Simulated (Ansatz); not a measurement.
# TiNCl: structure and electronic properties, part 2 of 2

This session takes TiNCl and sets out to find the equilibrium cell and compute bands, density of states and charges.

Ansatz 0.2.0; DFT LDA, scalar-relativistic, plane waves, PAW. Earlier steps stand in the parts before.

### Step 4. Full relaxation

File input.yaml:

```yaml
crystal:
  lattice:
    - [3.2059030774, 0.0, 0.0]
    - [0.0, 3.8897912057, 0.0]
    - [0.0, 0.0, 7.5998171583]
  atoms:
    - { symbol: Ti, position: [0.0, 0.5, 0.0995071351] }
    - { symbol: Ti, position: [0.5, 0.0, 0.9004928649] }
    - { symbol: "N", position: [0.5, 0.5, 0.9489065495] }
    - { symbol: "N", position: [0.0, 0.0, 0.0510934505] }
    - { symbol: Cl, position: [0.5, 0.5, 0.3369409833] }
    - { symbol: Cl, position: [0.0, 0.0, 0.6630590167] }
basis:
  ecutwfc: 420
kpoints:
  mp_grid: { grid: [12, 10, 6] }
hamiltonian:
  xc: lda
scf:
  occupations: { method: gaussian, width: 0.02 }
output:
  forces: true
  stress: true
  eigenvalues: true
  write_density: true
  write_potential: true
  elf: true
  volumetric_format: npy
relax:
  adjacent_minimum: "off"
  f_tol: 0.005
  max_steps: 80
  cell: { stress_tol: 0.05 }
```

Launch:

```console
> ansatz run input.yaml --threads 2 --pin off --max-ram 5120MiB --backend cpu --events-out ev --progress --plain --runs-dir out
```

Output, cut to the lines that bear on the results:

```text
Warning: RAYON_NUM_THREADS=2 ignored (pool sized by the plan → 2); use --threads N
[...]
Pseudopotentials: kind: paw
Pseudopotential: Ti, paw, valence charge 12, recommended cutoff 420 eV (normal), Ti.paw.azcp
Pseudopotential: N, paw, valence charge 5, recommended cutoff 420 eV (normal), N.paw.azcp
Pseudopotential: Cl, paw, valence charge 7, recommended cutoff 420 eV (normal), Cl.paw.azcp
Functional definition: SPW92
[...]
Crystal: 6 atoms, lattice volume = 94.772 Å³
Basis set: ecut = 420 eV, 1891 PW (Γ)
Bands: 30, of which v1, the nominal top of the filled ones, is band 24 counted from 1 (23 counted from 0)
Symmetry: 8 space group operations
Space group: Pmmn (ITA 59), of the structure as read, at distance tolerance 4.6e-5 Å
k-points: 168 of 720
[...]
SCF iter   1: F=—  HF=-7746.443805 eV  |F-HF|=—  |Δ(HF+E_count)|=         —  Δρ=9.98e-3  dr2=1.27e-1  ethr=1.77e-3  ⟨swp⟩=6.4  Hψ=22307  notcnv=0
[...]
--- Band table (eV; the first three rows and the last of 168) ---
[...]
--- Relaxed structure (4 steps of the walk, 4 accepted, 1 SCFs on fresh bases) ---
  F+E_penalty+E_count = -7746.41729085 eV   max|allowed force component| = 1.162e-3 eV/Å   (the final SCF, on the basis selected at the relaxed cell)
  cell:  # Å, volume = 94.5397 Å³
    - [3.206953258438857, -1.1172530488199114e-33, 1.8620884146998524e-34]
    - [-1.3555871712022345e-33, 3.889059726175955, -2.0539199563670216e-34]
    - [4.012918766256462e-34, -4.012918766256462e-34, 7.58013479753641]
  atoms:
    - { symbol: Ti, position: [-3.1758129170203154e-35, 0.49999999999999994, 0.09978417426253171] }
    - { symbol: Ti, position: [0.49999999999999994, 4.276423536147513e-50, 0.9002158257374683] }
    - { symbol: N, position: [0.49999999999999994, 0.49999999999999994, 0.9493803528553217] }
    - { symbol: N, position: [1.0951079024207986e-36, 0.0, 0.05061964714467811] }
    - { symbol: Cl, position: [0.49999999999999994, 0.49999999999999994, 0.3379721066117406] }
    - { symbol: Cl, position: [5.64762789677012e-35, 1.0691058840368783e-50, 0.6620278933882592] }
```

Wall time 3.8 min (2 threads of Intel Xeon at 2.50GHz (Skylake/Cascade Lake), shared host); peak memory 0.67 GiB.

Step by step:

```
step  energy from step 1 (eV/cell)  largest force component (eV/Å)  pressure (GPa)  volume (Å³)
   1                        0.0000                          0.0430           -0.07        94.77
   2                       -0.0007                          0.0262           -0.03        94.48
   3                       -0.0007                          0.0044            0.01        94.52
   4                       -0.0007                          0.0012            0.01        94.54
   5                       -0.0003                          0.0012            0.00        94.54
```

Step 1 is the start. Step 5 repeats the geometry before it on a plane-wave basis chosen anew for that cell, so its energy need not be comparable with the rows above.

|  | before | after | change |
| --- | --- | --- | --- |
| a (Å) | 3.206 | 3.207 | 0.0 % |
| b (Å) | 3.890 | 3.889 | 0.0 % |
| c (Å) | 7.600 | 7.580 | -0.3 % |
| volume (Å³/atom) | 15.80 | 15.76 | -0.2 % |
| shortest distance (Å) | 1.970 | 1.967 | -0.1 % |
| space group (0.01 Å) | Pmmn | Pmmn | same |

Forces and stress were held to the start's 8 operations: a distortion of lower symmetry was not tested.

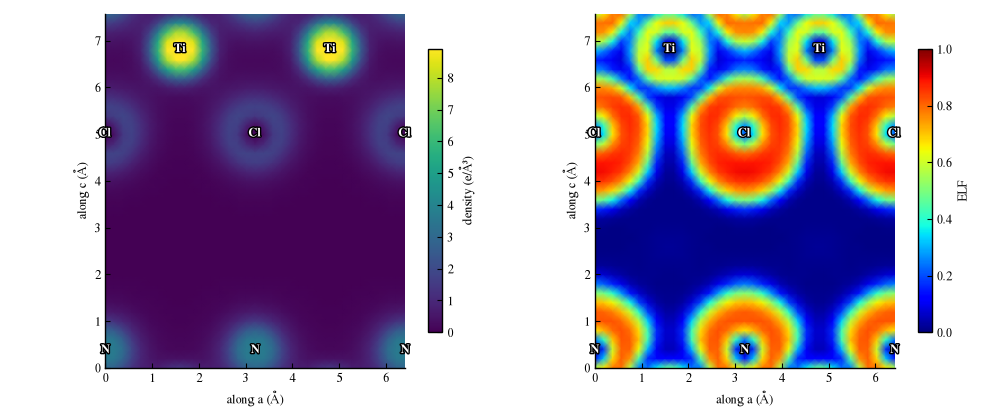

Density (left) and ELF (right) in a lattice plane of the grid's cell (edges 3.21 and 7.58 Å, at 0.000 of the third edge), which holds Ti and N and Cl. Only atoms in the plane are labelled; the density scale stops at 8.91 e/Å³. Both are smooth fields of the valence electrons: close to the nuclei they are not physical.

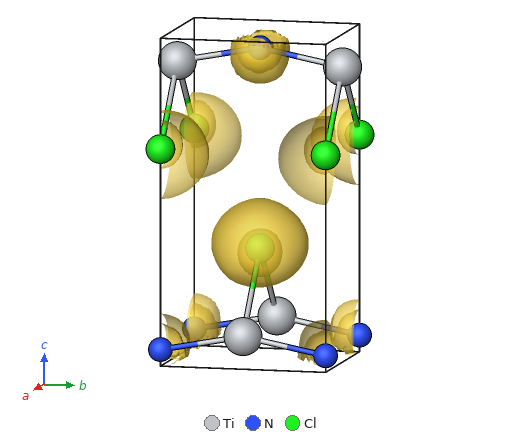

Surface of ELF = 0.81, drawn in one cell.

Maxima of ELF outside the ion cores: 0.90 beside Cl, off the lines to its neighbours, 0.7 Å from Cl; 0.87 in the shell around Cl, 0.8 Å from Cl; 0.83 in the shell around N, 0.7 Å from N.

### Step 5. Electronic structure at the relaxed geometry

File input.yaml:

```yaml
crystal:
  lattice:
    - [3.2069532584, 0.0, 0.0]
    - [0.0, 3.8890597262, 0.0]
    - [0.0, 0.0, 7.5801347975]
  atoms:
    - { symbol: Ti, position: [0.0, 0.5, 0.0997841743] }
    - { symbol: Ti, position: [0.5, 0.0, 0.9002158257] }
    - { symbol: "N", position: [0.5, 0.5, 0.9493803529] }
    - { symbol: "N", position: [0.0, 0.0, 0.0506196471] }
    - { symbol: Cl, position: [0.5, 0.5, 0.3379721066] }
    - { symbol: Cl, position: [0.0, 0.0, 0.6620278934] }
basis:
  ecutwfc: 420
kpoints:
  mp_grid: { grid: [12, 10, 6] }
  band_path:
    path:
      - [[0.0, 0.0, 0.0], [0.5, 0.0, 0.0], [0.5, 0.5, 0.0], [0.0, 0.5, 0.0], [0.0, 0.0, 0.0], [0.0, 0.0, 0.5], [0.5, 0.0, 0.5], [0.5, 0.5, 0.5], [0.0, 0.5, 0.5], [0.0, 0.0, 0.5]]
      - [[0.5, 0.0, 0.0], [0.5, 0.0, 0.5]]
      - [[0.0, 0.5, 0.0], [0.0, 0.5, 0.5]]
      - [[0.5, 0.5, 0.0], [0.5, 0.5, 0.5]]
    npoints: 14
hamiltonian:
  xc: lda
scf:
  occupations: { method: gaussian, width: 0.02 }
  n_extra_bands: 15
output:
  forces: true
  stress: true
  eigenvalues: true
  populations: true
  dos: { projected: true, de: 0.02, nscf_kmesh: { grid: [18, 15, 9] } }
  bader: true
```

Launch:

```console
> ansatz run input.yaml --threads 2 --pin off --max-ram 5120MiB --backend cpu --events-out ev --progress --plain --runs-dir out
```

Output:

```text
Warning: RAYON_NUM_THREADS=2 ignored (pool sized by the plan → 2); use --threads N
scf.n_extra_bands = 15 over 24 filled bands (N_el = 48.0): the run solves 39 bands
[... 8 set-up lines as earlier in the session ...]
Crystal: 6 atoms, lattice volume = 94.540 Å³
Basis set: ecut = 420 eV, 1879 PW (Γ)
Bands: 39, of which v1, the nominal top of the filled ones, is band 24 counted from 1 (23 counted from 0)
[... 2 set-up lines as earlier in the session ...]
k-points: 168 of 720
[... 13 set-up lines as earlier in the session ...]
SCF iter   1: F=—  HF=-7746.444328 eV  |F-HF|=—  |Δ(HF+E_count)|=         —  Δρ=9.99e-3  dr2=1.26e-1  ethr=1.77e-3  ⟨swp⟩=6.2  Hψ=28894  notcnv=0  defer=232
preconditioner: auto → Resta (q_TF=auto, 2.437 Å⁻¹)  ε∞=4.7  [insulator: Δε(μ)=0.397 eV  Ē_g=11.206 eV  σ=0.020 eV  W_gap=1.00  n_scr=20 (ndim 8)  ℏωp=21.6 eV  f_vac=0.079  D(μ)=0.00/eV (n_scr^D=0)  ε∞_Penn≈4.7]
SCF iter   2: F=—  HF=-7746.423978 eV  |F-HF|=—  |Δ(HF+E_count)|=   2.04e-2  Δρ=6.38e-3  dr2=3.13e-2  ethr=2.63e-4  ⟨swp⟩=2.0  Hψ=8984  notcnv=0  defer=1432
SCF iter   3: F=—  HF=-7746.418766 eV  |F-HF|=—  |Δ(HF+E_count)|=   5.21e-3  Δρ=2.97e-3  dr2=7.52e-3  ethr=6.52e-5  ⟨swp⟩=2.0  Hψ=8337  notcnv=0  defer=1432
SCF iter   4: F=—  HF=-7746.417640 eV  |F-HF|=—  |Δ(HF+E_count)|=   1.13e-3  Δρ=1.31e-3  dr2=1.86e-3  ethr=1.57e-5  ⟨swp⟩=2.0  Hψ=6931  notcnv=0  defer=1432
SCF iter   5: F=—  HF=-7746.417304 eV  |F-HF|=—  |Δ(HF+E_count)|=   3.37e-4  Δρ=3.59e-4  dr2=1.33e-4  ethr=3.87e-6  ⟨swp⟩=2.3  Hψ=6988  notcnv=0  defer=1432
SCF iter   6: F=—  HF=-7746.417293 eV  |F-HF|=—  |Δ(HF+E_count)|=   1.05e-5  Δρ=6.39e-5  dr2=6.77e-6  ethr=2.78e-7  ⟨swp⟩=2.2  Hψ=7818  notcnv=0  defer=1432
SCF iter   7: F=—  HF=-7746.417291 eV  |F-HF|=—  |Δ(HF+E_count)|=   2.24e-6  Δρ=1.23e-5  dr2=1.80e-7  ethr=1.41e-8  ⟨swp⟩=2.0  Hψ=7560  notcnv=0  defer=1432
SCF iter   8: F=-7746.417291 eV  HF=-7746.417291 eV  |F-HF|=5.32e-9  |Δ(HF+E_count)|=   5.55e-8  Δρ=4.32e-6  dr2=1.76e-8  ethr=2.08e-10  ⟨swp⟩=10.3  Hψ=29269  notcnv=0
SCF 1 converged in 8 iterations: F = -7746.417291 eV  dr2 = 1.76e-8
NSCF: frozen V_eff on 172 k-points
NSCF: frozen V_eff on 400 k-points
SCF converged after 8 iterations
Free energy (F): -7746.417291 eV
Harris-Foulkes:  -7746.417291 eV  (|F-HF|=5.32e-9)
Internal energy: -7746.417291 eV  (E = F + TS)
E sigma→0 (E₀):  -7746.417291 eV
Fermi energy:    7.308014 eV
--- Per-component energies (eV) ---
  E_band       = -476.844011
  E_kinetic    = 1132.220085
  E_local      = -4773.907743  (includes V_loc(G=0)·N_el)
  E_nonlocal   = 171.444046
  E_hartree    = 2004.934353
  E_xc         = -526.977544
  E_vxc        = -641.943081  (∫ρ·V_xc dr)
  E_paw        = -3481.141159  (= ΣΔE_a)
  E_vpaw       = -374.530580  (= ΣTr[D̂ρ^β])
  E_aug_tail   = 0.000647  (compensation charges beyond the density's cutoff)
  E_ewald      = -2274.182947
  E_core_change = 1.192972  (= ΣΔE_core)
  E_smearing   = -0.000000  (= −TS)
  E_closure    = 0.000000  (closes the sum)
  Σ components = -7746.417291   (vs F -7746.417291, Δ=0.00e0)
--- Forces (eV/Å), atoms counted from 1 ---
  atom   1  Ti     0.00000000     0.00000000    -0.00026638
  atom   2  Ti     0.00000000     0.00000000     0.00026638
  atom   3  N      0.00000000     0.00000000     0.00073282
  atom   4  N      0.00000000     0.00000000    -0.00073282
  atom   5  Cl     0.00000000     0.00000000     0.00117757
  atom   6  Cl     0.00000000     0.00000000    -0.00117757
  max |Σ_I F_I| component: 0.00e0 eV/Å
--- Stress (GPa, compression-positive) ---
        0.001596       0.000000       0.000000
        0.000000      -0.005201       0.000000
        0.000000       0.000000       0.004073
  P = ⅓ Tr σ = 0.0002 GPa (0.002 kbar)
--- Band table (eV; the first three rows and the last of 168) ---
  k-point 0: bands = ["-49.5740", "-49.4816", "-26.2748", "-26.2673", "-26.1255", "-26.0883", "-25.9683", "-25.9433", "-8.4291", "-7.7007", "-7.1129", "-6.1379", "1.8844", "2.5006", "2.5563", "2.9049", "4.0102", "4.1951", "4.3387", "4.7725", "5.1519", "5.3248", "6.2531", "7.0641", "7.5518", "8.8533", "9.2307", "9.3574", "9.4417", "9.9892", "11.4784", "11.7216", "11.9344", "12.2982", "13.5302", "14.1015", "16.1286", "16.5206", "17.9969"]
  k-point 1: bands = ["-49.5740", "-49.4816", "-26.2748", "-26.2673", "-26.1255", "-26.0883", "-25.9683", "-25.9433", "-8.3977", "-7.7816", "-7.0593", "-6.1394", "1.7681", "2.5006", "2.7294", "2.9077", "3.9892", "4.2087", "4.3191", "4.7983", "5.2054", "5.2163", "6.2118", "7.0642", "7.5519", "8.8505", "9.1899", "9.3499", "9.4416", "10.0250", "11.5622", "11.7535", "11.9483", "12.2754", "13.6116", "14.1039", "15.9331", "16.6855", "17.7111"]
  k-point 2: bands = ["-49.5740", "-49.4816", "-26.2748", "-26.2673", "-26.1255", "-26.0884", "-25.9683", "-25.9433", "-8.3100", "-7.9464", "-6.9737", "-6.1427", "1.6115", "2.5006", "2.9131", "3.0127", "3.9499", "4.2687", "4.2851", "4.8449", "4.9547", "5.3223", "6.1160", "7.0641", "7.5520", "8.8445", "9.1168", "9.3401", "9.4414", "10.0881", "11.7313", "11.8277", "11.9628", "12.2190", "13.8230", "14.0968", "15.7043", "16.7007", "17.3086"]
  k-point 167: bands = ["-49.5099", "-49.5099", "-26.4106", "-26.4106", "-26.1384", "-26.1384", "-25.9888", "-25.9888", "-7.2879", "-7.2879", "-5.7858", "-5.7858", "1.2258", "1.2258", "2.5124", "2.5124", "3.6001", "3.6001", "3.6064", "3.6064", "4.4702", "4.4702", "4.9908", "4.9908", "9.1232", "9.1232", "9.2770", "9.2770", "10.1296", "10.1296", "11.3160", "11.3160", "13.2721", "13.2721", "14.7906", "14.7906", "16.1334", "16.1334", "18.3901"]
--- Löwdin populations: 6 sites ---
  site symbol       q [e]
     0     Ti     11.0007
     1     Ti     11.0007
     2      N      5.6655
     3      N      5.6655
     4     Cl      7.2441
     5     Cl      7.2441
  spilling = 0.003735 (of n_electrons = 48.000000)
--- Bader charges: 6 sites ---
  site symbol  charge [e]  shift [e]
     0     Ti      1.9299     0.0027
     1     Ti      1.9299     0.0027
     2      N     -1.3725     0.0029
     3      N     -1.3724     0.0029
     4     Cl     -0.5575     0.0002
     5     Cl     -0.5574     0.0002
  estimated error of the sums over rays = 5.3e-4 e
```

Run time: 3.8 min. Hardware: 2 threads of Intel Xeon at 2.50GHz (Skylake/Cascade Lake), shared host; peak memory 1 GiB.

By site:

```
atom  Löwdin electrons  Bader charge (e)  Bader volume (Å³)
 Ti1             11.00             +1.93                7.8
 Ti2             11.00             +1.93                7.8
  N3              5.67             -1.37               12.6
  N4              5.67             -1.37               12.6
 Cl5              7.24             -0.56               26.8
 Cl6              7.24             -0.56               26.8
```

The Löwdin counts miss 0.18 of the 48 electrons, which the atomic orbitals do not span, so they are no charges.

bands.tsv at the labelled points (eV, zero at the valence-band top; the bands nearest the gap):

```
point  band 21  band 22  band 23  band 24  band 25  band 26  band 27  band 28
    Γ    -1.91    -1.74    -0.81     0.00     0.49     1.79     2.17     2.29
    X    -1.74    -1.74    -1.32    -1.32     2.05     2.05     2.08     2.08
    S    -2.50    -2.50    -2.30    -2.30     2.02     2.02     2.27     2.27
    Y    -2.40    -2.40    -1.68    -1.68     1.46     1.46     2.35     2.35
    Γ    -1.91    -1.74    -0.81     0.00     0.49     1.79     2.17     2.29
    Z    -2.20    -1.67    -1.01     0.00     0.49     1.78     2.02     2.27
    U    -1.74    -1.74    -1.36    -1.36     1.99     1.99     2.08     2.08
    R    -2.59    -2.59    -2.07    -2.07     2.06     2.06     2.21     2.21
    T    -1.67    -1.67    -1.52    -1.52     1.46     1.46     2.34     2.34
    Z    -2.20    -1.67    -1.01     0.00     0.49     1.78     2.02     2.27
    X    -1.74    -1.74    -1.32    -1.32     2.05     2.05     2.08     2.08
    U    -1.74    -1.74    -1.36    -1.36     1.99     1.99     2.08     2.08
    Y    -2.40    -2.40    -1.68    -1.68     1.46     1.46     2.35     2.35
    T    -1.67    -1.67    -1.52    -1.52     1.46     1.46     2.34     2.34
    S    -2.50    -2.50    -2.30    -2.30     2.02     2.02     2.27     2.27
    R    -2.59    -2.59    -2.07    -2.07     2.06     2.06     2.21     2.21
```

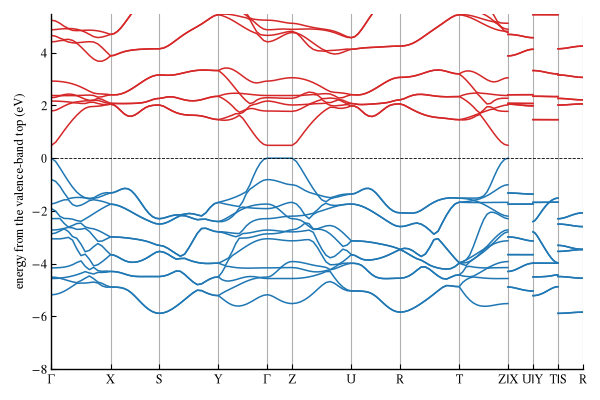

Bands along the path; filled bands blue, empty bands red. Deeper bands lie below the window drawn.

Counts of states by energy window (eV from the valence-band top), total and by projection:

```csv
from,to,total,Ti 3d,N 2p,Cl 3p
-5,-4,6.47,1.54,2.31,2.33
-4,-3,5.21,1.25,1.35,2.42
-3,-2,5.29,0.67,1.13,3.32
-2,-1,4.76,0.53,1.91,2.19
-1,0,0.23,0.04,0.16,0.02
0,1,0.11,0.10,0.01,0.00
1,2,4.05,3.38,0.33,0.23
2,3,6.54,5.33,0.67,0.36
3,4,1.44,0.97,0.32,0.06
4,5,3.76,2.28,0.69,0.26
5,6,2.71,1.52,0.69,0.12
```

Below -5 eV lie 26 or so more states.

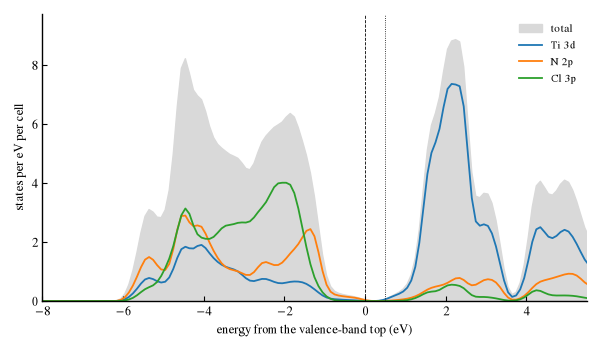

Total and projected density of states, smoothed over about 0.40 eV. The dotted line marks the lowest empty level found on the path.

### Step 6. Outcome

The summary covers parts 1 to 2. Changes of volume or cell count from the first structure of part 1.

| quantity | value |
| --- | --- |
| relaxed cell | a = 3.207 Å, b = 3.889 Å, c = 7.580 Å, α = 90.00°, β = 90.00°, γ = 90.00° |
| space group (0.01 Å) | Pmmn (No. 59) |
| volume | 15.76 Å³/atom |
| formation energy (elements from runs with the same settings, not shown) | -1.86 eV/atom |
| gap | 0.49 eV, direct on the path |
| Bader charges | Ti +1.93, N -1.37, Cl -0.56 e |

**Reading.** The cell shrank by 5.5 % in volume on relaxing. LDA usually gives cells that are too small. It has a gap of 0.49 eV, with the valence top at Γ and the conduction bottom at Γ on the path. Of the projected weight, the top eV of the valence band is N 2p (71 %), and the lowest eV of the conduction band Ti 3d (81 %). By Bader's charges (1.9 e at most) the bonding is polar.
